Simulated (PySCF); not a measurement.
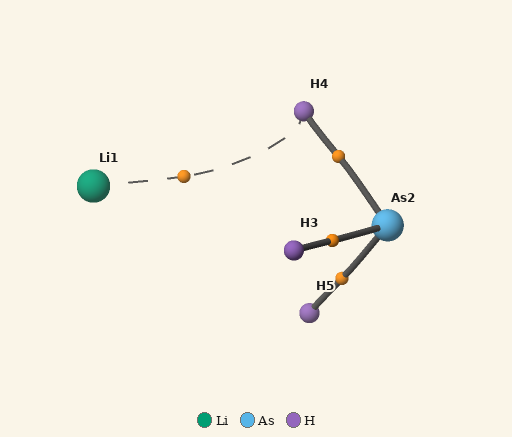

Figure. AsH₃Li, charge +1, SMILES `[Li+].[AsH3]`. Molecular graph of the electron density (QTAIM): bond paths, bond critical points (orange), ring points (yellow, if any); weak paths are dashed.

Computed with PySCF, PBE/def2-SVP, geometry: an unrelaxed start of a pair search.

Input

```python
import numpy as np
from pyscf import gto, scf, dft
from pyscf.scf import atom_ks, atom_hf
from scipy.linalg import block_diag

def solve(mol, dm0=None, hcore=None):
    mf = (dft.UKS if mol.spin else dft.RKS)(mol, xc='pbe')
    mf.grids.level = 3
    mf = mf.density_fit(auxbasis='def2-universal-jkfit')
    mf.conv_tol, mf.max_cycle = 1e-8, 80
    if hcore is not None:
        mf.get_hcore = lambda *args: hcore
    mf.kernel(dm0)
    if not mf.converged:
        mf = mf.newton().run(mf.mo_coeff, mf.mo_occ, max_cycle=30)
    assert mf.converged, 'SCF not converged'
    return mf

mol = gto.M(atom='''
Li     2.90929     0.00433     0.00634
As    -0.31605    -0.00813    -0.01389
H      0.31123     0.15254     1.36090
H      0.80740    -1.02651    -0.38473
H      0.58320     1.12942    -0.53685
''', basis='def2-svp', charge=1, spin=0, verbose=4)
mf = solve(mol)
mf.analyze()
# spherically averaged free atoms, for the promolecule
atm = atom_ks.get_atm_nrks(mol, xc='pbe')
pro = block_diag(*[(atm[a[0]][2] * atm[a[0]][3]) @ atm[a[0]][2].T for a in mol._atom])
np.savez('result.npz', e=mf.e_tot, c=mf.mo_coeff, occ=mf.mo_occ, eps=mf.mo_energy, pro=pro, dip=mf.dip_moment(verbose=0), s2=mf.spin_square()[0])
```

Run with:

```sh
OMP_NUM_THREADS=1 python input.py
```

The run took 4.1 s on 1 thread of Arm Neoverse V1, with other jobs on the host, peak memory 0.25 GiB.

Partitions, critical points and surface values were worked out afterwards from this run's density.

How many critical points of each kind are there, and does the count close?

5 nuclei, 4 bond, 0 ring and 0 cage critical points: 5 − 4 + 0 − 0 = 1, as the Poincaré–Hopf relation requires.

Tabulate density, Laplacian, ellipticity and energy density at the bond critical points (atomic units).

| bond | length (Å) | ρ (a.u.) | ∇²ρ (a.u.) | ε | H (a.u.) |
| --- | --- | --- | --- | --- | --- |
| As2–H3 | 1.520 | 0.149 | −0.10 | 0.03 | −0.104 |
| As2–H5 | 1.541 | 0.141 | −0.09 | 0.03 | −0.095 |
| As2–H4 | 1.561 | 0.134 | −0.07 | 0.04 | −0.087 |
| Li1–H4 | 2.374 | 0.006 | +0.02 | 0.54 | +0.001 |

What kind of interaction is As2–H3?

Shared-shell (covalent): ρ = 0.149, ∇²ρ = −0.10, H = −0.104 a.u.

Are there bond paths between atoms that aren't covalently bonded?

Yes: Li1–H4 (2.37 Å, ρ = 0.006).
